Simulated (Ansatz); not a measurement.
# What LiMgF3 (model cell, started as cubic perovskite with Mg in the octahedra) distorts into

Which phase does LiMgF3 (model cell, started as cubic perovskite with Mg in the octahedra) fall into along its unstable mode, and how much energy does it gain?

Main program and level: Ansatz 0.2.0; DFT PBEsol, scalar-relativistic, plane waves, PAW; PAW set soft_1.

The structure was built from a prototype and need not be the compound's stable phase.

### 1. Starting point

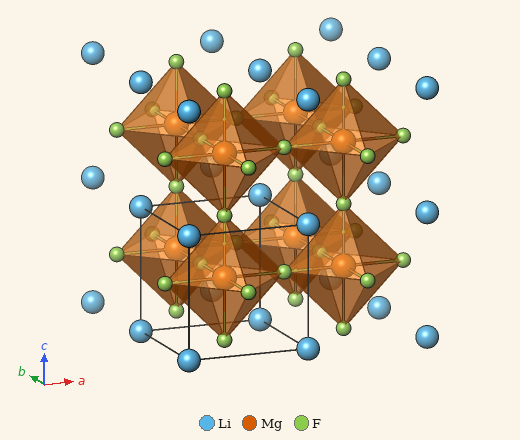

The cell as given, slightly off an axis (lithium blue, magnesium orange, fluorine green). 2×2×2 cells are drawn. Some periodic images of atoms are drawn too.

As a file:

```cif
data_structure
_symmetry_space_group_name_H-M 'P 1'
_symmetry_Int_Tables_number 1
_cell_length_a 3.8727
_cell_length_b 3.8727
_cell_length_c 3.8727
_cell_angle_alpha 90.000
_cell_angle_beta 90.000
_cell_angle_gamma 90.000
_cell_volume 58.08
loop_
_atom_site_label
_atom_site_type_symbol
_atom_site_fract_x
_atom_site_fract_y
_atom_site_fract_z
_atom_site_occupancy
Li1 Li 0.00000 0.00000 0.00000 1
Mg2 Mg 0.50000 0.50000 0.50000 1
F3 F 0.50000 0.50000 0.00000 1
F4 F 0.50000 0.00000 0.50000 1
F5 F 0.00000 0.50000 0.50000 1
```

### 2. Response at finite wavevector

The cell comes from relaxations at this level that are not shown. Stability and thermal properties need the whole zone. Linear response on a 4×4×4 q mesh gives force constants as far as a supercell of that size would, and the tensors from the zone-centre run are typed in so that the long-range dipole term is interpolated apart.

input.yaml reads:

```yaml
crystal:
  lattice:
    - [3.8727366541, 0.0, 0.0]
    - [0.0, 3.8727366541, 0.0]
    - [0.0, 0.0, 3.8727366541]
  atoms:
    - { symbol: Li, position: [0.0, 0.0, 0.0] }
    - { symbol: Mg, position: [0.5, 0.5, 0.5] }
    - { symbol: F, position: [0.5, 0.5, 0.0] }
    - { symbol: F, position: [0.5, 0.0, 0.5] }
    - { symbol: F, position: [0.0, 0.5, 0.5] }
kpoints:
  mp_grid: { grid: [8, 8, 8] }
hamiltonian:
  xc: pbesol
  pseudopotentials: { kind: paw, azcp: { folder: soft_1 }, xc_functional: pbe }
scf:
  occupations: { method: fixed }
output:
  eigenvalues: true
phonons:
  method: dfpt
  qmesh: [4, 4, 4]
  temperatures: { t_max: 1000, t_step: 50 }
  qpath:
    path:
      - [[0.0, 0.0, 0.0], [0.0, 0.5, 0.0], [0.5, 0.5, 0.0], [0.0, 0.0, 0.0], [0.5, 0.5, 0.5], [0.0, 0.5, 0.0]]
      - [[0.5, 0.5, 0.5], [0.5, 0.5, 0.0]]
    npoints: 10
  non_analytic_term:
    high_frequency_dielectric_tensor: [[1.9891, 0.0, 0.0], [0.0, 1.9891, 0.0], [0.0, 0.0, 1.9891]]
    born_effective_charges:
      - { species: Li, tensor: [[1.2038, 0.0, 0.0], [0.0, 1.2038, 0.0], [0.0, 0.0, 1.2038]] }
      - { species: Mg, tensor: [[1.886, 0.0, 0.0], [0.0, 1.886, 0.0], [0.0, 0.0, 1.886]] }
      - { species: F, tensor: [[-0.9062, 0.0, 0.0], [0.0, -0.9062, 0.0], [0.0, 0.0, -1.2774]] }
      - { species: F, tensor: [[-0.9062, 0.0, 0.0], [0.0, -1.2774, 0.0], [0.0, 0.0, -0.9062]] }
      - { species: F, tensor: [[-1.2774, 0.0, 0.0], [0.0, -0.9062, 0.0], [0.0, 0.0, -0.9062]] }
    source: "zone-centre run at this cell"
```

Command:

```console
ansatz run input.yaml --threads 8 --pin off --max-ram 16384MiB --backend cpu --events-out ev --progress --plain --runs-dir out
```

Numbers of over 12 decimals in the logs are rounded to 6 here.

What it wrote:

```text
Engine: ansatz 0.2.0, x86_64-unknown-linux-gnu
Pseudopotentials: kind: paw
Pseudopotential: Li, paw, valence charge 3, recommended cutoff 420 eV (normal), soft_1/Li.paw.azcp
Pseudopotential: Mg, paw, valence charge 10, recommended cutoff 420 eV (normal), soft_1/Mg.paw.azcp
Pseudopotential: F, paw, valence charge 7, recommended cutoff 420 eV (normal), soft_1/F.paw.azcp
Functional definition: PBEsol
  exchange = pbesol_x
  correlation = pbesol_c
Crystal: 5 atoms, lattice volume = 58.084 Å³
Basis set: ecut = 420 eV, 1141 PW (Γ), exchange–correlation on 54×54×54 points (8 copies of the dense FFT grid, shifted against one another)
Bands: 22, of which v1, the nominal top of the filled ones, is band 17 counted from 1 (16 counted from 0)
Symmetry: 48 space group operations
k-points: 35 of 512
Non-local potential: Li, projectors of the file, l = 0: 3, l = 1: 2, l = 2: 1
Non-local potential: Mg, projectors of the file, l = 0: 3, l = 1: 2, l = 2: 1
Non-local potential: F, projectors of the file, l = 0: 2, l = 1: 2, l = 2: 1
PAW form: soft (Blöchl's): semilocal exchange-correlation on the pseudo side does not see the compensation charge
PAW frozen core: Mg, regenerated for the run's functional, and the local potential with it (the file was generated under x = pbe(κ = 0.804, μ = 0.219515), c = pbe(β = 0.066725))
PAW frozen core: F, regenerated for the run's functional, and the local potential with it (the file was generated under x = pbe(κ = 0.804, μ = 0.219515), c = pbe(β = 0.066725))
PAW one-centre angular grid: Li, 110 points (default); XC on 64 Gauss nodes
PAW one-centre angular grid: Mg, 110 points (default); XC on 64 Gauss nodes
PAW one-centre angular grid: F, 110 points (default); XC on 64 Gauss nodes
Initial density: superposition of atomic densities (chi_scale 0.1, normalization cell, long waves kept (reshape's long-wave potential 0.01 eV rms))
Initial wavefunctions: pseudopotential atomic-orbital guess
Functional: x = pbesol(κ = 0.804, μ = 0.123457), c = pbesol(β = 0.046)
SCF iter   1: F=—  HF=-4524.809570 eV  |F-HF|=—  |Δ(HF+E_count)|=         —  Δρ=1.02e-1  dr2=4.24e0  ethr=3.10e-3  ⟨swp⟩=4.4  Hψ=3356  notcnv=0  defer=71
preconditioner: auto → Resta (q_TF=auto, 2.495 Å⁻¹)  ε∞=3.0  [insulator: Δε(μ)=4.968 eV  Ē_g=16.673 eV  n_scr=18 (ndim 8)  ℏωp=23.9 eV  f_vac=0.000  ε∞_Penn≈3.0]
SCF iter   2: F=—  HF=-4523.712983 eV  |F-HF|=—  |Δ(HF+E_count)|=    1.10e0  Δρ=4.46e-2  dr2=1.07e0  ethr=3.10e-3  ⟨swp⟩=2.0  Hψ=1742  notcnv=0  defer=68
SCF iter   3: F=—  HF=-4523.492594 eV  |F-HF|=—  |Δ(HF+E_count)|=   2.20e-1  Δρ=1.84e-2  dr2=1.89e-1  ethr=3.10e-3  ⟨swp⟩=2.6  Hψ=1382  notcnv=0  defer=86
SCF iter   4: F=—  HF=-4523.441017 eV  |F-HF|=—  |Δ(HF+E_count)|=   5.16e-2  Δρ=3.95e-3  dr2=1.32e-2  ethr=5.57e-4  ⟨swp⟩=2.0  Hψ=1305  notcnv=0  defer=95
SCF iter   5: F=—  HF=-4523.439653 eV  |F-HF|=—  |Δ(HF+E_count)|=   1.36e-3  Δρ=1.26e-3  dr2=9.44e-4  ethr=3.88e-5  ⟨swp⟩=2.3  Hψ=1331  notcnv=0  defer=97
SCF iter   6: F=—  HF=-4523.439959 eV  |F-HF|=—  |Δ(HF+E_count)|=   3.06e-4  Δρ=2.01e-4  dr2=2.81e-5  ethr=2.78e-6  ⟨swp⟩=2.1  Hψ=1146  notcnv=0  defer=98
SCF iter   7: F=—  HF=-4523.439970 eV  |F-HF|=—  |Δ(HF+E_count)|=   1.07e-5  Δρ=5.39e-5  dr2=9.07e-7  ethr=8.27e-8  ⟨swp⟩=2.1  Hψ=1277  notcnv=0  defer=67
SCF iter   8: F=—  HF=-4523.439971 eV  |F-HF|=—  |Δ(HF+E_count)|=   1.40e-6  Δρ=7.58e-6  dr2=2.14e-8  ethr=2.67e-9  ⟨swp⟩=2.0  Hψ=1255  notcnv=0  defer=36
SCF iter   9: F=—  HF=-4523.439971 eV  |F-HF|=—  |Δ(HF+E_count)|=   2.70e-8  Δρ=1.28e-6  dr2=6.78e-10  ethr=6.30e-11  ⟨swp⟩=2.0  Hψ=1295  notcnv=0  defer=36
SCF iter  10: F=—  HF=-4523.439971 eV  |F-HF|=—  |Δ(HF+E_count)|=  9.93e-10  Δρ=2.72e-7  dr2=3.06e-11  ethr=1.99e-12  ⟨swp⟩=2.0  Hψ=1223  notcnv=0  defer=36
SCF iter  11: F=-4523.439971 eV  HF=-4523.439971 eV  |F-HF|=2.73e-12  |Δ(HF+E_count)|=  5.00e-11  Δρ=4.95e-8  dr2=1.00e-12  ethr=1.00e-12  ⟨swp⟩=11.0  Hψ=4113  notcnv=0
SCF 1 converged in 11 iterations: F = -4523.439971 eV  dr2 = 1.00e-12
  greatest PAW one-centre occupation: 1.000 electrons in one spin orbital (limit 2), on the Mg atom at site 1 (counted from 0), in its partial waves of l = 0
NSCF: frozen V_eff on 35 k-points
NSCF: frozen V_eff on 125 k-points
DFPT response loops at q = (0, 0, 0) (fractional): preconditioner auto → none (the input reference at scf.mixing.eps_inf says where Resta's filter doesn't serve); β = 0.50; Broyden in place of MSR1
NSCF: frozen V_eff on 400 k-points
DFPT response loops at q = (0, 0, 0.25) (fractional): mixed as the last ones told, above
NSCF: frozen V_eff on 250 k-points
DFPT response loops at q = (0, 0, -0.5) (fractional): mixed as the last ones told, above
NSCF: frozen V_eff on 640 k-points
DFPT response loops at q = (0, 0.25, 0.25) (fractional): mixed as the last ones told, above
NSCF: frozen V_eff on 400 k-points
DFPT response loops at q = (0, 0.25, -0.5) (fractional): mixed as the last ones told, above
NSCF: frozen V_eff on 250 k-points
DFPT response loops at q = (0, -0.5, -0.5) (fractional): mixed as the last ones told, above
NSCF: frozen V_eff on 1024 k-points
DFPT response loops at q = (0.25, 0.25, 0.25) (fractional): mixed as the last ones told, above
NSCF: frozen V_eff on 640 k-points
DFPT response loops at q = (0.25, 0.25, -0.5) (fractional): mixed as the last ones told, above
NSCF: frozen V_eff on 400 k-points
DFPT response loops at q = (0.25, -0.5, -0.5) (fractional): mixed as the last ones told, above
NSCF: frozen V_eff on 250 k-points
DFPT response loops at q = (-0.5, -0.5, -0.5) (fractional): mixed as the last ones told, above
SCF converged after 11 iterations
Free energy (F): -4523.439971 eV
Harris-Foulkes:  -4523.439971 eV  (|F-HF|=2.73e-12)
Internal energy: -4523.439971 eV  (E = F + TS)
E sigma→0 (E₀):  -4523.439971 eV
Fermi energy:    0.931924 eV
--- Per-component energies (eV) ---
  E_band       = -561.102460
  E_kinetic    = 682.161151
  E_local      = -3942.291870  (includes V_loc(G=0)·N_el)
  E_nonlocal   = 437.777642
  E_hartree    = 1439.295770
  E_xc         = -264.772270
  E_vxc        = -341.946105  (∫ρ·V_xc dr)
  E_paw        = -906.235030  (= ΣΔE_a)
  E_vpaw       = -275.396491  (= ΣTr[D̂ρ^β])
  E_aug_tail   = 0.001661  (compensation charges beyond the density's cutoff)
  E_ewald      = -1969.563217
  E_core_change = 0.186190  (= ΣΔE_core)
  E_smearing   = -0.000000  (= −TS)
  E_closure    = -0.000000  (closes the sum)
  Σ components = -4523.439971   (vs F -4523.439971, Δ=0.00e0)
--- Band table (eV; the first three rows and the last of 35) ---
  k-point 0: bands = [... 13 lower, 0.2347, 0.4396, 0.4396, 0.4396, 6.8136, 13.9627, 13.9627, 13.9627, ... 1 higher]
  k-point 1: bands = [... 13 lower, 0.2030, 0.2684, 0.4145, 0.4145, 7.0463, 12.9157, 13.8491, 13.8491, ... 1 higher]
  k-point 2: bands = [... 13 lower, 0.0561, 0.1275, 0.3892, 0.3892, 7.6581, 11.6717, 13.6051, 13.6051, ... 1 higher]
  k-point 34: bands = [... 13 lower, -0.2769, 0.9319, 0.9319, 0.9319, 10.7911, 12.2973, 12.2973, 12.2973, ... 1 higher]
--- Phonons (Γ-DFPT): 4 representative perturbations + reference (Σ response iterations 14) ---
  ASR residual: 1.278e-3 → 0.000e0 eV/Å²; symmetrization residual: 1.417e-6 eV/Å²
  ASR residual per site (eV/Å²): 9.28e-5 1.28e-3 8.94e-4 8.94e-4 8.94e-4
  Γ frequencies (cm⁻¹): -228.19 -228.19 -228.19 0.00 0.00 0.00 89.72 89.72 89.72 293.86 293.86 293.86 572.16 572.16 572.16
--- Phonons (arbitrary-q DFPT): 10 irreducible q on the 4×4×4 mesh ---
  q = [0.0000, 0.0000, 0.0000] (star 1, of the zone-centre solve; hermiticity 1.79e-7, symmetrization 4.79e-13): -228.19 -228.19 -228.19 -0.00 0.00 0.00 89.72 89.72 89.72 293.86 293.86 293.86 572.16 572.16 572.16
  q = [0.0000, 0.0000, 0.2500] (star 6, 9 solved perturbations in 1560 linear systems a pass and spin channel, the states on 200 of 512 k-point pairs; hermiticity 1.53e-7, symmetrization 5.06e-13): -220.25 -220.25 38.30 38.30 101.14 123.38 123.38 146.49 223.57 276.84 276.84 374.00 571.31 571.31 622.89
  q = [0.0000, 0.0000, -0.5000] (star 3, 9 solved perturbations in 975 linear systems a pass and spin channel, the states on 125 of 512 k-point pairs; hermiticity 1.90e-7, symmetrization 3.37e-13): -211.55 -211.55 -4.85 -4.85 111.05 176.11 176.11 209.84 225.93 247.13 247.13 481.16 534.40 570.45 570.45
  q = [0.0000, 0.2500, 0.2500] (star 12, 9 solved perturbations in 2460 linear systems a pass and spin channel, the states on 320 of 512 k-point pairs; hermiticity 1.44e-7, symmetrization 1.18e-13): -216.91 -210.50 -77.26 -71.61 97.19 116.78 148.41 192.84 214.46 261.35 365.23 375.83 528.33 570.48 625.54
  q = [0.0000, 0.2500, -0.5000] (star 12, 15 solved perturbations on 200 of 512 k-point pairs; hermiticity 1.28e-7, symmetrization 3.67e-14): -209.13 -199.03 -135.83 -104.19 89.47 159.92 180.39 204.52 235.31 249.63 367.93 479.88 480.59 569.63 585.63
  q = [0.0000, -0.5000, -0.5000] (star 3, 9 solved perturbations in 975 linear systems a pass and spin channel, the states on 125 of 512 k-point pairs; hermiticity 1.26e-7, symmetrization 2.07e-13): -203.07 -203.07 -182.77 -161.66 138.10 138.10 215.96 219.98 219.98 273.67 435.14 479.01 479.01 546.06 568.81
  q = [0.2500, 0.2500, 0.2500] (star 8, 4 solved perturbations in 1376 linear systems a pass and spin channel, the states on 512 of 512 k-point pairs; hermiticity 1.26e-7, symmetrization 4.94e-13): -215.06 -215.06 -93.09 -85.25 -58.89 -58.89 220.71 220.71 221.34 346.63 346.63 380.72 527.35 527.35 627.50
  q = [0.2500, 0.2500, -0.5000] (star 12, 9 solved perturbations in 2460 linear systems a pass and spin channel, the states on 320 of 512 k-point pairs; hermiticity 1.27e-7, symmetrization 2.63e-13): -213.09 -196.59 -170.38 -122.51 -83.03 -41.52 227.70 261.70 267.01 316.82 367.17 469.18 469.62 526.41 601.07
  q = [0.2500, -0.5000, -0.5000] (star 6, 9 solved perturbations in 1560 linear systems a pass and spin channel, the states on 200 of 512 k-point pairs; hermiticity 1.32e-7, symmetrization 6.58e-14): -206.56 -206.56 -200.04 -162.02 -100.78 -100.78 276.39 276.39 292.17 314.16 434.80 458.80 458.80 497.54 583.28
  q = [-0.5000, -0.5000, -0.5000] (star 1, 4 solved perturbations in 350 linear systems a pass and spin channel, the states on 125 of 512 k-point pairs; hermiticity 2.02e-8, symmetrization 5.60e-13): -213.99 -213.99 -213.99 -162.39 -162.39 -162.39 308.19 308.19 308.19 434.45 434.45 436.76 436.76 436.76 569.77
  sum rule: each row above includes the acoustic sum rule's correction from the zone centre's row sums; it moved no ω² by more than (3.78 cm⁻¹)²
  mesh force constants: q→R imaginary residual 7.04e-19; ASR residual 1.278e-3 → 0.000e0 eV/Å²; symmetrization residual 7.105e-15 eV/Å²
  interpolated dispersion: 63 rows × 15 modes
  density of states and harmonic sums: on the 16×16×16 q-mesh, interpolated from the force constants of a 4×4×4 supercell (with the dipole–dipole term of supplied tensors)
  largest difference from the sums on the solved wave vectors: F 1.38e-1 eV, S 1.85e-4 and C_V 4.81e-5 eV/K
  zero-point energy: 0.219579 eV/cell   skipped modes (ω ≤ 0): 678, of them read as no rigid motion or as one in doubt: 675 (4.132e0 modes/cell left out, lowest -228.19 cm⁻¹)   left out of the sums: 2.76e-1 of the cell's modes: C_V's classical limit lies that fraction below 3 k_B per atom; for a crystal, a wire or a layer, F and S can be off by more, and a phonons.interpolated_qmesh denser along its periods is the remedy for the sampling
```

The job ended after 2.1 min (8 threads of INTEL XEON PLATINUM 8581C at 2.30GHz (Emerald Rapids), shared host; peak memory 1.7 GiB; 15 min of CPU time).

In the SCF lines HF is the Harris–Foulkes energy and dr2 the Hartree energy of the density residual, in eV; the loop may stop once dr2 is under the threshold and the program's other checks hold. Hψ counts applications of the Hamiltonian.

This step gave:

```
gap on the k-mesh                                       : 5.882 eV
volume per atom                                         : 11.62 Å³
sum-rule residual before enforcement                    : 0.001278 eV/Å²
lowest frequency on the path                            : -228.2 cm⁻¹
point group                                             : m-3m
highest frequency on the path or at a solved wavevector : 662.6 cm⁻¹
highest optical mode at the zone centre (no LO-TO term) : 572.2 cm⁻¹
lowest optical zone-centre mode                         : -228.2 cm⁻¹
lowest mode on the q mesh (acoustic modes at Γ apart)   : -228.2 cm⁻¹
```

Frequencies (cm⁻¹) solved at each irreducible wavevector; negative means imaginary. Frequencies by wavevector, by row:

| q in reciprocal lattice units | star | mode 1 | mode 2 | mode 3 | mode 4 | mode 13 | mode 14 | mode 15 |
| --- | --- | --- | --- | --- | --- | --- | --- | --- |
| 0 0 0 | 1 | -228.2 | -228.2 | -228.2 | 0 | 572.2 | 572.2 | 572.2 |
| 0 0 0.25 | 6 | -220.2 | -220.2 | 38.3 | 38.3 | 571.3 | 571.3 | 622.9 |
| 0 0 -0.5 | 3 | -211.6 | -211.6 | -4.8 | -4.8 | 534.4 | 570.5 | 570.5 |
| 0 0.25 0.25 | 12 | -216.9 | -210.5 | -77.3 | -71.6 | 528.3 | 570.5 | 625.5 |
| 0 0.25 -0.5 | 12 | -209.1 | -199 | -135.8 | -104.2 | 480.6 | 569.6 | 585.6 |
| 0 -0.5 -0.5 | 3 | -203.1 | -203.1 | -182.8 | -161.7 | 479 | 546.1 | 568.8 |
| 0.25 0.25 0.25 | 8 | -215.1 | -215.1 | -93.1 | -85.2 | 527.4 | 527.4 | 627.5 |
| 0.25 0.25 -0.5 | 12 | -213.1 | -196.6 | -170.4 | -122.5 | 469.6 | 526.4 | 601.1 |
| 0.25 -0.5 -0.5 | 6 | -206.6 | -206.6 | -200 | -162 | 458.8 | 497.5 | 583.3 |
| -0.5 -0.5 -0.5 | 1 | -214 | -214 | -214 | -162.4 | 436.8 | 436.8 | 569.8 |

Interpolated from a 4×4×4 q mesh, with the LO-TO term (at Γ the limit along the path; where Γ stands inside the path, tables give the limit on arrival). The phonon branches at the labelled points (cm⁻¹):

| point | branch 1 | branch 2 | branch 3 | branch 4 | branch 12 | branch 13 | branch 14 | branch 15 |
| --- | --- | --- | --- | --- | --- | --- | --- | --- |
| Γ | -228 | -228 | 0 | 0 | 334 | 572 | 572 | 663 |
| X | -212 | -212 | -5 | -5 | 481 | 534 | 570 | 570 |
| M | -203 | -203 | -183 | -162 | 479 | 479 | 546 | 569 |
| Γ | -228 | -228 | 0 | 0 | 334 | 572 | 572 | 663 |
| R | -214 | -214 | -214 | -162 | 437 | 437 | 437 | 570 |
| X | -212 | -212 | -5 | -5 | 481 | 534 | 570 | 570 |
| jump to R | -214 | -214 | -214 | -162 | 437 | 437 | 437 | 570 |
| M | -203 | -203 | -183 | -162 | 479 | 479 | 546 | 569 |

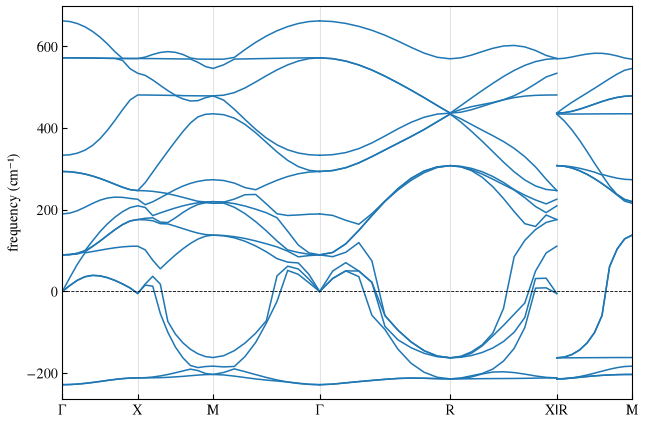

Phonon branches along the path.

Symmetry leaves 10 wavevectors to solve. The lowest mode among them, the acoustic zeros apart, lies at Γ and is imaginary, 228.2i cm⁻¹, so the energy falls along it.

### 3. The mode frozen in, largest atomic shift 0 Å

The mode followed lies at Γ with frequency 228.2i cm⁻¹ and is 3-fold degenerate, the softest among the wavevectors solved. At small amplitude the distorted cell has space group no. 160 by a symmetry search on the positions. The undistorted cell that holds it gives the zero of energy on the same k mesh.

input.yaml, the sections that differ from step 2:

```yaml
scf:
  occupations: { method: gaussian, width: 0.02 }
output:
  forces: true
  stress: true
  eigenvalues: true
# crystal, kpoints, hamiltonian: as in step 2
# phonons: removed
```

What it wrote:

```text
[...]
Crystal: 5 atoms, lattice volume = 58.084 Å³
Basis set: ecut = 420 eV, 1141 PW (Γ), exchange–correlation on 54×54×54 points (8 copies of the dense FFT grid, shifted against one another)
Bands: 22, of which v1, the nominal top of the filled ones, is band 17 counted from 1 (16 counted from 0)
Symmetry: 48 space group operations
[...]
k-points: 35 of 512
[...]
--- Band table (eV; the first three rows and the last of 35) ---
  k-point 0: bands = [... 13 lower, 0.2347, 0.4397, 0.4397, 0.4397, 6.8137, 13.9626, 13.9626, 13.9626]
  k-point 1: bands = [... 13 lower, 0.2031, 0.2684, 0.4146, 0.4146, 7.0464, 12.9157, 13.8491, 13.8491]
  k-point 2: bands = [... 13 lower, 0.0562, 0.1275, 0.3893, 0.3893, 7.6581, 11.6717, 13.6050, 13.6050]
  k-point 34: bands = [... 13 lower, -0.2768, 0.9320, 0.9320, 0.9320, 10.7910, 12.2973, 12.2973, 12.2973]
[key lines of the parts left out:]
SCF converged after 8 iterations
Free energy (F): -4523.439971 eV
Fermi energy:    3.872857 eV
P = ⅓ Tr σ = -0.0073 GPa (-0.073 kbar)
```

The job ended after 0.37 s (8 threads; peak memory 0.39 GiB; 1.7 s of CPU time).

This step gave:

| Quantity | Value |
| --- | --- |
| pressure | -0.007339 GPa |
| energy from the undistorted cell | 0 meV/atom |

At this level the gap is 5.88 eV on the k-mesh of the self-consistent run, which can miss the band edges.

### 4. The mode frozen in, largest atomic shift 0.6 Å

The atoms are moved along the unstable eigenvector, the largest shift by 0.6 Å, with the cell fixed.

input.yaml, the sections that differ from step 3:

```yaml
crystal:
  lattice:
    - [3.8727366541, 0.0, 0.0]
    - [0.0, 3.8727366541, 0.0]
    - [0.0, 0.0, 3.8727366541]
  atoms:
    - { symbol: Li, position: [0.0894484166, -0.0894484166, -0.0894484166] }
    - { symbol: Mg, position: [0.502722594, 0.497277406, 0.497277406] }
    - { symbol: F, position: [0.4824434872, 0.5175565128, 0.0010449952] }
    - { symbol: F, position: [0.4824434872, 0.0010449952, 0.5175565128] }
    - { symbol: F, position: [-0.0010449952, 0.5175565128, 0.5175565128] }
# kpoints, hamiltonian, scf, output: as in step 3
```

What it wrote:

```text
[...]
Crystal: 5 atoms, lattice volume = 58.084 Å³
Basis set: ecut = 420 eV, 1141 PW (Γ), exchange–correlation on 54×54×54 points (8 copies of the dense FFT grid, shifted against one another)
Bands: 22, of which v1, the nominal top of the filled ones, is band 17 counted from 1 (16 counted from 0)
Symmetry: 6 space group operations
[...]
k-points: 65 of 512 (time reversal used)
[...]
--- Band table (eV; the first three rows and the last of 65) ---
  k-point 0: bands = [... 13 lower, 0.1312, 0.2497, 0.3064, 0.3064, 6.9234, 13.5709, 13.5709, 13.7078]
  k-point 1: bands = [... 13 lower, 0.1006, 0.1173, 0.2598, 0.2743, 7.1484, 13.0228, 13.6278, 13.7985]
  k-point 2: bands = [... 13 lower, -0.1403, -0.0019, 0.2278, 0.2326, 7.7456, 11.9524, 13.7094, 14.0987]
  k-point 64: bands = [... 13 lower, -0.4284, 0.7157, 0.7157, 0.8227, 10.2882, 12.6945, 12.6945, 13.9022]
[key lines of the parts left out:]
SCF converged after 8 iterations
Free energy (F): -4523.682317 eV
Fermi energy:    3.873061 eV
P = ⅓ Tr σ = 0.9611 GPa (9.611 kbar)
```

Wall time 0.73 s (8 threads); peak memory 0.48 GiB.

This step gave:

| Property | Result |
| --- | --- |
| pressure | 0.9611 GPa |
| gap on the k-mesh | 6.101 eV |
| energy from the undistorted cell | -48.47 meV/atom |

The energy, extrapolated to zero smearing, is -48.47 meV/atom against the undistorted cell.

The run ends at a pressure of 0.96 GPa, with forces up to 0.48 eV/Å.

(Continued in part 2 of 3.)

[Logs are printed without paths, hosts, clocks, repeated set-up lines and the standing remarks that a program may print on its own settings, such as how far it seeks lower states.]

[Hosts, paths, dates, database ids (printed as entryN), source tags and the programs' standing remarks are cut or masked in the printed files.]
